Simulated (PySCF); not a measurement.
# B2F2H5PSi: NMR shifts at several levels of theory, part 2 of 2

PySCF 2.14.0. Atoms count from 0. Earlier steps stand in the parts before.

## (9) Nuclear shieldings: wB97X-D/pcSseg-2

Job settings and geometry (Å):

```
{"job": {"kind": "nmr", "xc": "wB97X-D", "basis": "pcSseg-2", "pop": false}, "charge": 0, "multiplicity": 1}
B      2.016060    -0.494520    -0.814584
P      1.199121     0.317217     0.641904
Si    -0.776263     1.073341    -0.132205
B     -1.780288    -0.483531    -0.952542
F     -1.403534    -0.983461    -2.114576
F     -2.774275    -1.097280    -0.341499
H      2.636959    -1.517773    -0.668441
H      2.025835     0.094946    -1.867104
H      0.843989    -0.734767     1.528555
H     -0.421294     2.090289    -1.164888
H     -1.527771     1.708915     0.989612
```

Method: GIAO wB97X-D/pcSseg-2 NMR shielding, non-relativistic, gas phase.

The log of the run:

```text
coarse grid: 10696 points
cycle   1  E = -883.2956201033  dE =  3.691e-01  |g| = 7.143e-01  |ddm| = 2.269e+00
cycle   2  E = -883.2919918195  dE =  3.628e-03  |g| = 8.443e-01  |ddm| = 6.713e-01
cycle   3  E = -883.3905134488  dE = -9.852e-02  |g| = 3.909e-02  |ddm| = 3.103e-01
cycle   4  E = -883.3910589680  dE = -5.455e-04  |g| = 1.714e-02  |ddm| = 6.408e-02
cycle   5  E = -883.3911416838  dE = -8.272e-05  |g| = 3.974e-03  |ddm| = 2.064e-02
cycle   6  E = -883.3911465531  dE = -4.869e-06  |g| = 1.050e-03  |ddm| = 5.507e-03
final grid: 96336 points
cycle   7  E = -883.4010870938  dE = -1.993e-04  |g| = 7.912e-03  |ddm| = 4.097e-02
cycle   8  E = -883.4010892784  dE = -2.185e-06  |g| = 7.865e-03  |ddm| = 7.703e-03
cycle   9  E = -883.4010972570  dE = -7.979e-06  |g| = 6.908e-04  |ddm| = 2.778e-03
cycle  10  E = -883.4010973720  dE = -1.150e-07  |g| = 3.110e-04  |ddm| = 7.948e-04
cycle  11  E = -883.4010973985  dE = -2.643e-08  |g| = 6.486e-05  |ddm| = 3.613e-04
cycle  12  E = -883.4010974007  dE = -2.218e-09  |g| = 2.842e-05  |ddm| = 1.174e-04
cycle  13  E = -883.4010974011  dE = -4.409e-10  |g| = 1.472e-05  |ddm| = 5.384e-05
converged SCF energy = -883.4010974011

GIAO shielding tensors (ppm)
atom      isotropic    diamagn.    paramagn.     s11        s22        s33       span
  0 B       12.341     194.913    -182.572    -95.150     -8.899    141.072    236.222
  1 P      478.488     970.029    -491.541    332.719    487.645    615.101    282.382
  2 Si     435.700     880.026    -444.326    413.680    440.368    453.052     39.372
  3 B       70.481     197.391    -126.910     45.427     81.697     84.320     38.893
  4 F      222.027     465.317    -243.290     27.392    280.376    358.312    330.921
  5 F      216.736     464.690    -247.954     16.782    278.496    354.930    338.148
  6 H       22.970      29.461      -6.492     14.444     26.623     27.841     13.397
  7 H       23.095      29.933      -6.838     13.668     26.689     28.929     15.261
  8 H       28.051      31.334      -3.283     23.678     26.197     34.279     10.601
  9 H       27.013      28.975      -1.962     24.453     24.875     31.710      7.257
 10 H       27.368      28.752      -1.384     24.203     25.285     32.616      8.412
```

Wall time 82 s (1 thread of Arm Neoverse N1, shared host); peak memory 1.4 GiB.

Key values: δ B0 87.6, B3 29.5, P1 -185.4, Si2 -95.0, H6 8.32, H9 4.17 ppm (means over like atoms).

## (10) Shielding tensors: LC-wPBE/pcSseg-2

Settings changed since step 9:

```diff
@@ -1,2 +1,2 @@
-{"job": {"kind": "nmr", "xc": "wB97X-D", "basis": "pcSseg-2", "pop": false}, "charge": 0, "multiplicity": 1}
+{"job": {"kind": "nmr", "xc": "LC-wPBE", "basis": "pcSseg-2", "pop": false}, "charge": 0, "multiplicity": 1}
 B      2.016060    -0.494520    -0.814584
```

Method: GIAO LC-wPBE/pcSseg-2 NMR shielding, non-relativistic, gas phase.

The log of the run:

```text
coarse grid: 10696 points
cycle   1  E = -883.0061121967  dE =  4.029e-01  |g| = 7.321e-01  |ddm| = 2.260e+00
cycle   2  E = -883.0272448318  dE = -2.113e-02  |g| = 8.019e-01  |ddm| = 6.391e-01
cycle   3  E = -883.1129989189  dE = -8.575e-02  |g| = 5.251e-02  |ddm| = 2.800e-01
cycle   4  E = -883.1140293786  dE = -1.030e-03  |g| = 1.999e-02  |ddm| = 7.763e-02
cycle   5  E = -883.1141679480  dE = -1.386e-04  |g| = 4.338e-03  |ddm| = 2.674e-02
cycle   6  E = -883.1141768796  dE = -8.932e-06  |g| = 1.461e-03  |ddm| = 7.025e-03
final grid: 96336 points
cycle   7  E = -883.1306425470  dE = -1.759e-04  |g| = 7.987e-03  |ddm| = 3.758e-02
cycle   8  E = -883.1306451678  dE = -2.621e-06  |g| = 6.169e-03  |ddm| = 4.942e-03
cycle   9  E = -883.1306491370  dE = -3.969e-06  |g| = 1.099e-03  |ddm| = 2.270e-03
cycle  10  E = -883.1306493120  dE = -1.749e-07  |g| = 2.512e-04  |ddm| = 5.224e-04
cycle  11  E = -883.1306493259  dE = -1.391e-08  |g| = 5.786e-05  |ddm| = 2.728e-04
cycle  12  E = -883.1306493272  dE = -1.328e-09  |g| = 2.964e-05  |ddm| = 8.913e-05
cycle  13  E = -883.1306493276  dE = -3.656e-10  |g| = 1.161e-05  |ddm| = 5.540e-05
converged SCF energy = -883.1306493276

GIAO shielding tensors (ppm)
atom      isotropic    diamagn.    paramagn.     s11        s22        s33       span
  0 B        1.683     194.244    -192.561   -115.470    -23.693    144.212    259.682
  1 P      487.821     969.533    -481.713    327.947    503.438    632.076    304.129
  2 Si     442.470     879.646    -437.176    420.909    445.131    461.371     40.462
  3 B       67.745     197.507    -129.761     40.020     80.220     82.997     42.978
  4 F      218.962     465.976    -247.013     18.572    277.580    360.735    342.163
  5 F      213.618     465.641    -252.023      8.355    275.162    357.336    348.981
  6 H       22.566      29.463      -6.897     13.529     26.458     27.712     14.183
  7 H       22.690      29.856      -7.165     12.694     26.526     28.851     16.157
  8 H       27.959      31.229      -3.271     23.534     26.101     34.241     10.707
  9 H       26.996      28.931      -1.935     24.376     24.797     31.813      7.437
 10 H       27.396      28.747      -1.351     24.192     25.257     32.738      8.546
```

Run time: 95 s. Hardware: 1 thread of Arm Neoverse N1, shared host; peak memory 1.3 GiB.

This run: δ B0 97.3, B3 31.2, P1 -195.9, Si2 -95.8, H6 8.69, H9 4.12 ppm (means over like atoms).

## (11) Shielding tensors: PBE0/STO-3G

Settings changed since step 10:

```diff
@@ -1,2 +1,2 @@
-{"job": {"kind": "nmr", "xc": "LC-wPBE", "basis": "pcSseg-2", "pop": false}, "charge": 0, "multiplicity": 1}
+{"job": {"kind": "nmr", "xc": "PBE0", "basis": "STO-3G", "pop": true}, "charge": 0, "multiplicity": 1}
 B      2.016060    -0.494520    -0.814584
```

Method: GIAO PBE0/STO-3G NMR shielding, non-relativistic, gas phase.

The log of the run:

```text
coarse grid: 10696 points
cycle   1  E = -872.1021141291  dE = -7.811e-03  |g| = 4.946e-01  |ddm| = 3.895e+00
cycle   2  E = -872.0724842625  dE =  2.963e-02  |g| = 6.441e-01  |ddm| = 1.471e+00
cycle   3  E = -872.1991697347  dE = -1.267e-01  |g| = 1.438e-02  |ddm| = 7.641e-01
cycle   4  E = -872.1992319666  dE = -6.223e-05  |g| = 9.396e-03  |ddm| = 4.124e-02
cycle   5  E = -872.1992615068  dE = -2.954e-05  |g| = 2.928e-03  |ddm| = 1.681e-02
cycle   6  E = -872.1992645818  dE = -3.075e-06  |g| = 4.870e-04  |ddm| = 4.950e-03
final grid: 96336 points
cycle   7  E = -872.1529053475  dE = -1.383e-06  |g| = 4.528e-03  |ddm| = 1.544e-02
cycle   8  E = -872.1529002259  dE =  5.122e-06  |g| = 5.708e-03  |ddm| = 1.769e-02
cycle   9  E = -872.1529138827  dE = -1.366e-05  |g| = 2.908e-04  |ddm| = 1.015e-02
cycle  10  E = -872.1529139151  dE = -3.241e-08  |g| = 5.441e-05  |ddm| = 5.210e-04
cycle  11  E = -872.1529139160  dE = -9.413e-10  |g| = 2.205e-05  |ddm| = 1.041e-04
converged SCF energy = -872.1529139160

GIAO shielding tensors (ppm)
atom      isotropic    diamagn.    paramagn.     s11        s22        s33       span
  0 B       33.387     199.997    -166.609    -88.652     26.637    162.176    250.829
  1 P      657.305     959.240    -301.935    505.076    707.979    758.859    253.783
  2 Si     594.291     872.303    -278.011    569.372    582.067    631.435     62.063
  3 B       99.884     207.118    -107.234     83.175     99.290    117.186     34.011
  4 F      250.248     454.337    -204.088     27.979    176.337    546.429    518.450
  5 F      250.339     453.237    -202.898     23.431    179.775    547.812    524.381
  6 H       25.043      31.321      -6.278     16.475     28.860     29.795     13.320
  7 H       24.871      32.392      -7.521     15.107     28.449     31.058     15.951
  8 H       31.264      33.598      -2.334     26.555     29.322     37.913     11.358
  9 H       30.347      31.792      -1.445     27.021     27.595     36.425      9.404
 10 H       30.696      31.382      -0.686     27.040     27.920     37.128     10.088
```

It took 5 s on 1 thread of Arm Neoverse N1, shared host; peak memory 0.47 GiB.

In short: δ B0 95.4, B3 28.9, P1 47.4, Si2 -76.7, H6 7.65, H9 2.08 ppm (means over like atoms).

## (12) Shielding tensors: PBE0/6-31G

Settings changed since step 11:

```diff
@@ -1,2 +1,2 @@
-{"job": {"kind": "nmr", "xc": "PBE0", "basis": "STO-3G", "pop": true}, "charge": 0, "multiplicity": 1}
+{"job": {"kind": "nmr", "xc": "PBE0", "basis": "6-31G", "pop": true}, "charge": 0, "multiplicity": 1}
 B      2.016060    -0.494520    -0.814584
```

With the program's defaults for keys left out, this is: GIAO PBE0/6-31G NMR shielding, non-relativistic, gas phase.

The log of the run:

```text
coarse grid: 10696 points
cycle   1  E = -882.6094728077  dE =  4.599e-01  |g| = 6.519e-01  |ddm| = 3.012e+00
cycle   2  E = -882.5209635569  dE =  8.851e-02  |g| = 1.002e+00  |ddm| = 1.227e+00
cycle   3  E = -882.6949277470  dE = -1.740e-01  |g| = 2.501e-02  |ddm| = 6.710e-01
cycle   4  E = -882.6950951088  dE = -1.674e-04  |g| = 1.721e-02  |ddm| = 8.255e-02
cycle   5  E = -882.6952022670  dE = -1.072e-04  |g| = 2.866e-03  |ddm| = 2.849e-02
cycle   6  E = -882.6952036035  dE = -1.336e-06  |g| = 1.598e-03  |ddm| = 4.396e-03
final grid: 96336 points
cycle   7  E = -882.6620734887  dE = -9.865e-06  |g| = 4.885e-03  |ddm| = 1.843e-02
cycle   8  E = -882.6620684725  dE =  5.016e-06  |g| = 6.548e-03  |ddm| = 1.329e-02
cycle   9  E = -882.6620811558  dE = -1.268e-05  |g| = 5.037e-04  |ddm| = 7.708e-03
cycle  10  E = -882.6620812008  dE = -4.500e-08  |g| = 1.617e-04  |ddm| = 5.546e-04
cycle  11  E = -882.6620812079  dE = -7.091e-09  |g| = 3.289e-05  |ddm| = 2.455e-04
cycle  12  E = -882.6620812082  dE = -3.738e-10  |g| = 7.061e-06  |ddm| = 6.223e-05
converged SCF energy = -882.6620812082

GIAO shielding tensors (ppm)
atom      isotropic    diamagn.    paramagn.     s11        s22        s33       span
  0 B       34.015     198.150    -164.135    -60.764     12.522    150.287    211.050
  1 P      554.505     970.566    -416.062    390.865    583.600    689.050    298.185
  2 Si     512.076     882.772    -370.696    492.895    518.010    525.323     32.428
  3 B       82.018     198.965    -116.946     53.926     94.860     97.269     43.343
  4 F      196.808     473.460    -276.652    -19.552    252.213    357.764    377.316
  5 F      191.078     472.054    -280.975    -32.563    248.791    357.007    389.570
  6 H       23.462      29.591      -6.130     15.264     27.198     27.923     12.659
  7 H       23.442      30.137      -6.695     14.045     27.003     29.277     15.232
  8 H       29.574      32.396      -2.822     24.726     27.550     36.447     11.721
  9 H       28.564      29.446      -0.882     25.637     26.055     34.001      8.364
 10 H       28.932      29.237      -0.305     25.343     26.521     34.931      9.588
```

Wall time 9.5 s (1 thread of Arm Neoverse N1, shared host); peak memory 0.46 GiB.

This run: δ B0 79.1, B3 31.1, P1 -190.2, Si2 -67.3, H6 9.16, H9 3.86 ppm (means over like atoms).

## (13) Side by side: NMR shifts

Shifts (ppm) of some atoms, chosen among heavy atoms and hydrogens apart, means over like atoms, with basis size and wall time:

```tsv
run	H9	H8	B0	B3	P1	Si2	F4	functions	time
PBE0/pcSseg-2	4.23	3.53	89.8	30.1	-174.8	-95.7	-35.7	300	59 s
mPW1PW91/pcSseg-2	4.20	3.47	89.3	30.2	-174.3	-94.4	-35.8	300	60 s
WP04/pcSseg-2	3.67	2.78	87.1	31.3	-148.3	-78.3	-54.2	300	63 s
B97-2/pcSseg-2	4.13	3.38	85.0	28.8	-173.5	-92.1	-42.1	300	61 s
BHandHLYP/pcSseg-2	4.04	3.15	90.6	31.3	-170.5	-90.0	-31.6	300	58 s
CAM-B3LYP/pcSseg-2	4.14	3.34	94.7	31.4	-171.0	-95.6	-28.8	300	82 s
wB97X-D/pcSseg-2	4.17	3.30	87.6	29.5	-185.4	-95.0	-33.0	300	82 s
LC-wPBE/pcSseg-2	4.12	3.36	97.3	31.2	-195.9	-95.8	-12.7	300	95 s
PBE0/STO-3G	2.08	1.34	95.4	28.9	47.4	-76.7	54.1	43	5 s
PBE0/6-31G	3.86	3.04	79.1	31.1	-190.2	-67.3	-16.6	72	9.5 s
```

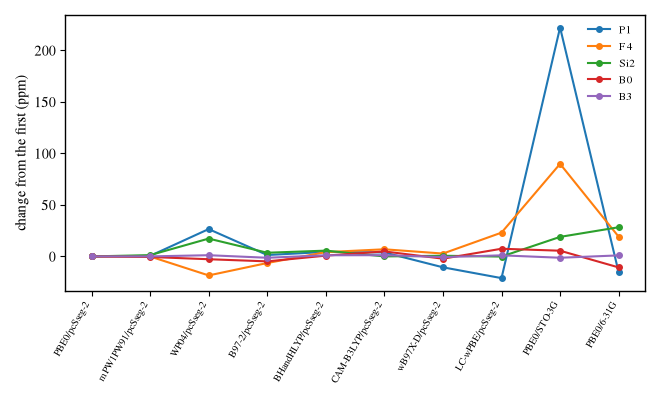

How five of the tabulated atoms move from run to run.

## (14) Results

The summary covers parts 1 to 2.

| quantity | value |
| --- | --- |
| point group | C1 |
| rotational constants (main isotopes) | 3.29, 1.27, 1.09 GHz |
| 1H shifts against TMS (PBE0/pcSseg-2, means over atoms taken as alike) | 8.49, 4.23, 3.53 ppm |
| 11B shifts against BF3·OEt2 (PBE0/pcSseg-2) | 89.8, 30.1 ppm |
| 31P shifts against H3PO4 (PBE0/pcSseg-2) | -174.8 ppm |
| 29Si shifts against TMS (PBE0/pcSseg-2) | -95.7 ppm |
| 19F shifts against CFCl3 (PBE0/pcSseg-2, means over atoms taken as alike) | -35.7 ppm |
| range of the shift of P1 | -195.9 to 47.4 ppm |
| property runs in this session | 10, of which 0 failed and 1 gave unsound results |

In words: Single values in the summary come from the first run of each kind that ended normally (PBE0/pcSseg-2), which need not be the best level. Over 30 steps the energy fell by 0.261 eV; of the close pairs, Si2–B3 changed most, 1.951 to 2.026 Å. At PBE0/pcSseg-2: The widest tensor belongs to F4, F5: span 338 ppm, with a paramagnetic part of -255 ppm. Across the 10 runs the shift of P1 moves most, between -195.9 (LC-wPBE/pcSseg-2) and 47.4 ppm (PBE0/STO-3G). A minimal basis is unusable for shieldings, so that end is no result.
